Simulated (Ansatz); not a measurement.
ZnCu₂SnSe₄ (kesterite type, space group I-4)

```
ZnCu2SnSe4
1.0
   -2.84950     2.84950     5.69111
    2.84950    -2.84950     5.69111
    2.84950     2.84950    -5.69111
Cu Zn Sn Se
2 1 1 4
Direct
  0.00000   0.00000   0.00000
  0.75000   0.25000   0.50000
  0.25000   0.75000   0.50000
  0.50000   0.50000   0.00000
  0.63693   0.62915   0.52589
  0.10325   0.11103   0.47411
  0.37085   0.89675   0.00778
  0.88897   0.36307   0.99222
```

This relaxed cell (volume V₀) is scaled evenly in all directions, its shape held. The atoms relax within the cell's symmetry.

Calculation: r2SCAN (plane waves to 500 eV, PAW, scalar-relativistic; Ansatz, an electronic-structure program). k mesh 8×8×8 (Γ-centred), Fermi-Dirac smearing 0.05 eV. Energies are smeared free energies. With the shape held, the modulus is that of even scaling; a crystal free to change shape is softer. The PAW data are Ansatz's earlier set. ZnCu2SnSe4 is run without spin polarisation. ZnCu2SnSe4 was relaxed with its symmetry unable to fall. ΔE is measured from the relaxed starting cell.

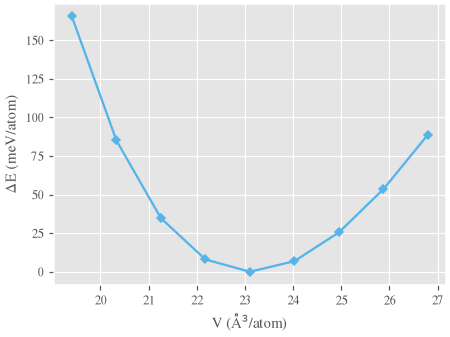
Figure. ΔE (meV/atom) against V (Å³/atom); one marker a computed point.

The energy cost of the largest expansion is 88.8 meV/atom and the energy cost of the largest compression is 165.3 meV/atom. The pressure for 5 % compression (fit) is 3.7 GPa. The equilibrium volume of the fit comes out as 23.11 Å³/atom and the pressure at the smallest volume is 16.9 GPa.

P = (3B₀/2)(x⁷ − x⁵)[1 + ¾(B₀′ − 4)(x² − 1)] with x = (1/0.95)^(1/3), B₀ = 64.0 GPa and B₀′ = 4.77.

(Under strain, the slope of the energy per volume gives the stress and its curvature an elastic modulus.)
